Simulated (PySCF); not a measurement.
# C₆H₈O₂: what the fields show

```xyz
16

O    -0.4862    2.6452   -0.3215
C    -0.2697    1.4697   -0.1796
C     1.0481    0.9307    0.3280
C     1.3453   -0.4732   -0.1870
C     0.2695   -1.4676    0.1855
O     0.4870   -2.6409    0.3420
C    -1.1040   -0.8569    0.3458
C    -1.2911    0.4010   -0.4949
H     1.8452    1.6252    0.0567
H     0.9902    0.9201    1.4209
H     1.4070   -0.4618   -1.2796
H     2.3068   -0.8325    0.1841
H    -1.8580   -1.6074    0.1017
H    -1.2242   -0.6156    1.4065
H    -2.2921    0.8157   -0.3640
H    -1.1813    0.1572   -1.5561
```

Geometry: GFN2-xTB.

Theory: PBE0/def2-SVPD, SCF density, gas phase in PySCF 2.14.0.

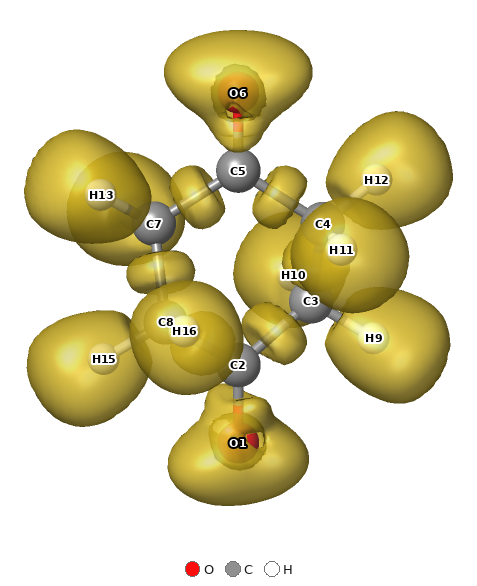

Figure 1. Isosurface of the ELF at 0.75 (yellow), seen at a tilt. Only the valence region is drawn (cores and ρ < 0.01 e/Å³ removed).

What do the ELF domains correspond to?

Answer. At this value the surface marks out six regions between bonded C–C atoms (shared pairs), eight regions around hydrogen nuclei and two regions on O in which the atom's valence shell and bonds are merged. Along the contacts the grid gives the following. C–O (1.20 Å): the ELF peaks at about 0.85 between the atoms (a multiple bond). C–C (1.51 Å): the ELF peaks at about 0.95 between the atoms; localised, covalent bonding.

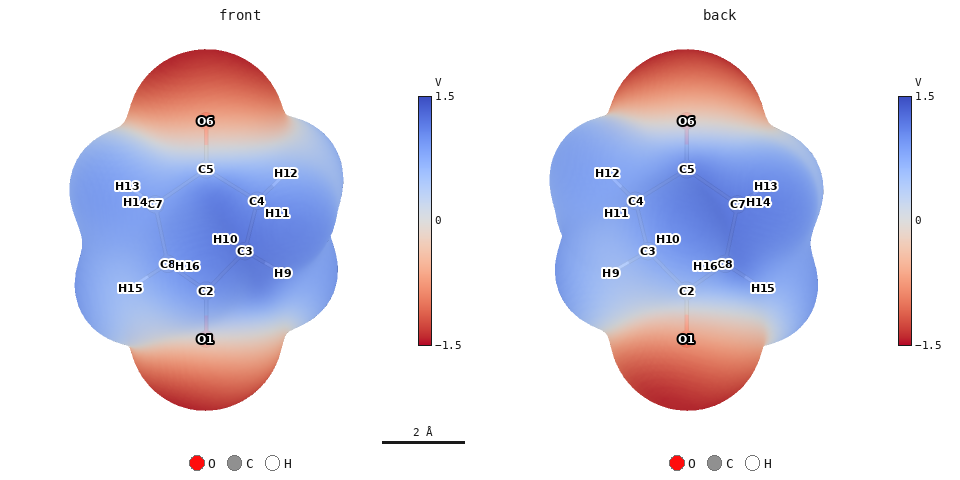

Figure 2. The electrostatic potential painted on the density surface at 0.001 e/bohr³, seen from the front and from behind; red is negative and blue positive.

Where is the surface potential most negative and most positive?

Answer. The most negative region (about −1.4 V) lies over O1 and O6, the most positive (about +1.2 V) over the C and H atoms.

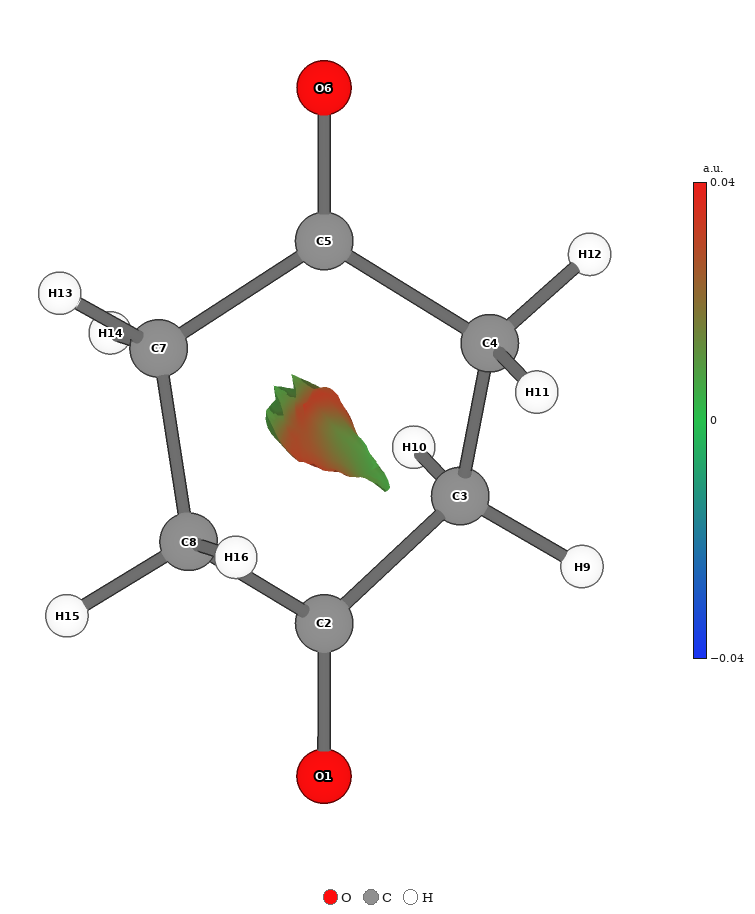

Figure 3. Non-covalent interaction (NCI) plot: the surface where the reduced density gradient is 0.6, for densities under 0.05 a.u., coloured by sign(λ₂)ρ; seen at a tilt.

Identify the weak interactions.

Answer. Inside the ring or cage of C2, C3, C4, C5, C7 and C8: steric crowding (red).
